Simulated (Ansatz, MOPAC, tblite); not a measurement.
Bond stretch in Bi(Me)3, SMILES [CH3][Bi]([CH3])[CH3]. The C2–H13 bond (C2 also carries Bi, H, H; H13 carries nothing else) is varied alone, starting from the PBE0/def2-SVP, def2 effective core potentials past Kr optimised geometry.

```
13

Bi    -1.8558    -1.0776    -0.7578
C      0.0000     0.0000     0.0000
H      0.0000     1.0349    -0.3696
H      0.8982    -0.5214    -0.3606
C     -1.5702    -0.3330    -2.8893
H     -1.3608     0.7458    -2.8764
H     -2.4839    -0.5254    -3.4696
H     -0.7291    -0.8673    -3.3536
C     -3.2360     0.6463    -0.2079
H     -2.7932     1.5933    -0.5469
H     -3.3735     0.6718     0.8826
H     -4.2127     0.5009    -0.6912
H      0.0000     0.0000     1.0994
```

Methods: RKS-PBE0 = Ansatz (an electronic-structure program) with restricted PBE0/def2-SVP, def2 effective core potentials past Kr; GFN2-xTB, 300 K electronic temperature (tblite); UKS-PBE0 = unrestricted PBE0/def2-SVP, def2 effective core potentials past Kr run with Ansatz; UKS-PBE = Ansatz with unrestricted PBE/def2-SVP, def2 effective core potentials past Kr; PM3, restricted, heats of formation (MOPAC).

Energies are in mEh, each relative to the lowest point of its own curve near equilibrium.

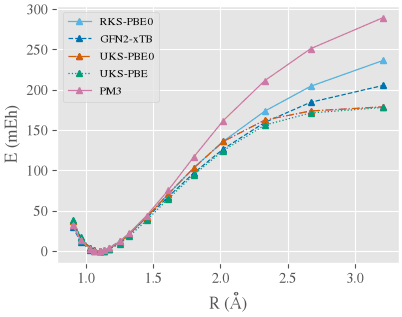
Figure. Energy against bond length for each method.

```json
[
 {"R / Å": "0.90", "RKS-PBE0": "37.4", "GFN2-xTB": "30.0", "UKS-PBE0": "37.4", "UKS-PBE": "39.0", "PM3": "31.9"},
 {"R / Å": "0.96", "RKS-PBE0": "16.1", "GFN2-xTB": "11.5", "UKS-PBE0": "16.1", "UKS-PBE": "17.3", "PM3": "13.5"},
 {"R / Å": "1.03", "RKS-PBE0": "3.5", "GFN2-xTB": "1.6", "UKS-PBE0": "3.5", "UKS-PBE": "4.1", "PM3": "2.5"},
 {"R / Å": "1.06", "RKS-PBE0": "1.0", "GFN2-xTB": "0.1", "UKS-PBE0": "1.0", "UKS-PBE": "1.4", "PM3": "0.6"},
 {"R / Å": "1.10", "RKS-PBE0": "0.0", "GFN2-xTB": "0.0", "UKS-PBE0": "0.0", "UKS-PBE": "0.0", "PM3": "0.0"},
 {"R / Å": "1.13", "RKS-PBE0": "0.6", "GFN2-xTB": "1.1", "UKS-PBE0": "0.6", "UKS-PBE": "0.3", "PM3": "0.9"},
 {"R / Å": "1.17", "RKS-PBE0": "2.7", "GFN2-xTB": "3.8", "UKS-PBE0": "2.7", "UKS-PBE": "2.0", "PM3": "3.4"},
 {"R / Å": "1.25", "RKS-PBE0": "10.8", "GFN2-xTB": "12.1", "UKS-PBE0": "10.8", "UKS-PBE": "9.2", "PM3": "12.0"},
 {"R / Å": "1.32", "RKS-PBE0": "20.5", "GFN2-xTB": "21.5", "UKS-PBE0": "20.5", "UKS-PBE": "18.2", "PM3": "22.0"},
 {"R / Å": "1.45", "RKS-PBE0": "42.1", "GFN2-xTB": "41.2", "UKS-PBE0": "42.1", "UKS-PBE": "38.2", "PM3": "43.8"},
 {"R / Å": "1.61", "RKS-PBE0": "70.5", "GFN2-xTB": "67.1", "UKS-PBE0": "70.5", "UKS-PBE": "64.5", "PM3": "75.1"},
 {"R / Å": "1.80", "RKS-PBE0": "102.9", "GFN2-xTB": "96.6", "UKS-PBE0": "102.9", "UKS-PBE": "94.4", "PM3": "116.4"},
 {"R / Å": "2.02", "RKS-PBE0": "135.9", "GFN2-xTB": "126.5", "UKS-PBE0": "135.8", "UKS-PBE": "124.5", "PM3": "161.7"},
 {"R / Å": "2.33", "RKS-PBE0": "173.5", "GFN2-xTB": "159.6", "UKS-PBE0": "162.5", "UKS-PBE": "156.2", "PM3": "211.4"},
 {"R / Å": "2.67", "RKS-PBE0": "204.3", "GFN2-xTB": "184.4", "UKS-PBE0": "173.7", "UKS-PBE": "171.2", "PM3": "250.9"},
 {"R / Å": "3.21", "RKS-PBE0": "236.4", "GFN2-xTB": "205.4", "UKS-PBE0": "178.9", "UKS-PBE": "178.0", "PM3": "289.5"}
]
```

At the longest distance, 3.21 Å, PM3 lies highest above its minimum (289.5 mEh) and UKS-PBE lowest (178.0 mEh).

The restricted form behind RKS-PBE0, PM3 keeps the bonding electrons paired and can't separate into open-shell fragments. The unrestricted determinant behind UKS-PBE0 is spin-contaminated at 2.02 to 3.21 Å (<S²> up to 1.0, against 0.00 for a pure singlet). The unrestricted solution behind UKS-PBE changes between 2.33 and 2.67 Å, which can leave a kink. The unrestricted determinant behind UKS-PBE is spin-contaminated at 2.33 to 3.21 Å (<S²> up to 1.0, against 0.00 for a pure singlet).
